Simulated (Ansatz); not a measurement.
# r2SCAN0/def2-TZVPP (core potential) run of InF (SMILES [F][In])

Aim: the vertical singlet–triplet gap of InF at r2SCAN0/def2-TZVPP (core potential), from 2 runs. 

The calculation is run with Ansatz 0.2.0.

36 further runs of the same task are left out: 36 set aside as unsound or not needed.

## (1) The structure to begin with

InF has 2 atoms, charge 0, and is taken as a singlet. As SMILES, `[F][In]`. Geometry: relaxed at PBE0-D4/def2-TZVP.

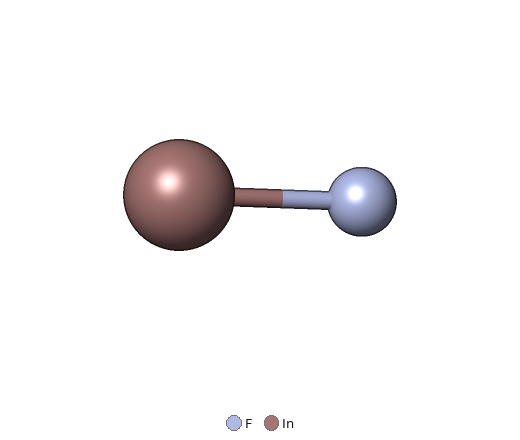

The structure, seen from a chosen angle (fluorine light blue, indium brown).

## (2) A single-point energy at r2SCAN0/def2-TZVPP (core potential)

The input, job.yaml:

```yaml
crystal:
  periodic: [false, false, false]
  atoms:
    - symbol: F
      position_ang: [0.000000, 0.000000, 0.015910]
    - symbol: In
      position_ang: [-0.000000, -0.000000, 2.009580]
basis:
  gaussian:
    orbitals: def2-TZVPP
hamiltonian:
  xc: {name: r2SCAN0}
output: {orbitals: {seedname: orbitals}}
accuracy: high
```

Started as:

```console
ansatz run job.yaml --threads 1 --pin off --max-ram 3480MiB --events-out events.jsonl --progress --plain --runs-dir runs
```

Output:

```text
Warning: RAYON_NUM_THREADS=1 ignored (pool sized by the plan → 1); use --threads N
Functional definition: r2SCAN0
  name "r2SCAN0"
  parameter a = 0.25
  parameter k0 = 0.174
  parameter k1 = 0.065
  parameter a1 = 4.9479
  exchange = (1 - a)*r2scan_x(k0 = k0, k1 = k1, a1 = a1) + a*exact_x
  correlation = r2scan_c
1346 factors; integrals over basis functions are off by at most 3.4e-9 eV
mean field evaluation 1: about -7889.7280 eV, gradient 4.4e1 eV
mean field evaluation 2: about -7851.3673 eV, gradient 1.6e2 eV
mean field evaluation 4: about -7893.0011 eV, gradient 2.9e0 eV
mean field evaluation 8: about -7893.0177 eV, gradient 1.9e-2 eV
mean field evaluation 16: about -7893.0177 eV, gradient 6.9e-7 eV
mean field -7893.01766149 eV, -290.0630489804 hartree, gradient 5.1e-8 eV, S^2 0.000000; 0 other end points of the search recorded, 0 dependent functions left out
reference -7893.01766225 eV, -290.0630490081 hartree; 15, 15 occupied and 66, 66 virtual orbitals, 1346 factors
Total energy: -7893.01766225 eV, -290.0630490081 hartree
```

Wall time 6.3 s (1 thread of Arm Neoverse V1, shared host); peak memory 0.23 GiB.

## (3) The triplet

The input, job.yaml:

```yaml
crystal:
  periodic: [false, false, false]
  atoms:
    - {symbol: F, position_ang: [0.000000, 0.000000, 0.015910]}
    - {symbol: In, position_ang: [-0.000000, -0.000000, 2.009580]}
basis:
  gaussian: {orbitals: def2-TZVPP}
magnetization: {spin_polarized: true, initial_magnetization: 2}
hamiltonian: {xc: {name: r2SCAN0}}
accuracy: high
output: {orbitals: {seedname: orbitals}}
```

Started as:

```console
ansatz run job.yaml --threads 1 --pin off --max-ram 3480MiB --events-out events.jsonl --progress --plain --runs-dir runs
```

Output:

```text
Warning: RAYON_NUM_THREADS=1 ignored (pool sized by the plan → 1); use --threads N
Functional definition: r2SCAN0
  name "r2SCAN0"
  parameter a = 0.25
  parameter k0 = 0.174
  parameter k1 = 0.065
  parameter a1 = 4.9479
  exchange = (1 - a)*r2scan_x(k0 = k0, k1 = k1, a1 = a1) + a*exact_x
  correlation = r2scan_c
1346 factors; integrals over basis functions are off by at most 3.4e-9 eV
mean field evaluation 1: about -7886.6059 eV, gradient 2.8e1 eV
mean field evaluation 2: about -7865.1239 eV, gradient 8.2e1 eV
mean field evaluation 4: about -7889.3817 eV, gradient 1.2e0 eV
mean field evaluation 8: about -7889.4212 eV, gradient 9.9e-2 eV
mean field evaluation 16: about -7889.4213 eV, gradient 2.7e-5 eV
mean field -7889.42126659 eV, -289.9308839053 hartree, gradient 3.3e-8 eV, S^2 2.006081; 0 other end points of the search recorded, 0 dependent functions left out
reference -7889.42127429 eV, -289.9308841883 hartree; 16, 14 occupied and 65, 67 virtual orbitals, 1346 factors
Total energy: -7889.42127429 eV, -289.9308841883 hartree
```

It took 14 s on 1 thread of Arm Neoverse V1, shared host; peak memory 0.35 GiB.

## (4) What came out

At r2SCAN0/def2-TZVPP (core potential):

| quantity | value |
| --- | --- |
| singlet: total energy | -290.06305 Eh |
| singlet: HOMO energy | -7.74 eV |
| singlet: LUMO energy | -1.45 eV |
| singlet: HOMO–LUMO gap | 6.30 eV |
| triplet: total energy | -289.93088 Eh |
| triplet: HOMO energy (highest over α and β) | -4.35 eV |
| triplet: ⟨S²⟩ | 2.006 |
| vertical energy of the triplet above the singlet | 3.596 eV |

**Reading.** At this shape the triplet lies 3.60 eV (83 kcal/mol) above the singlet.
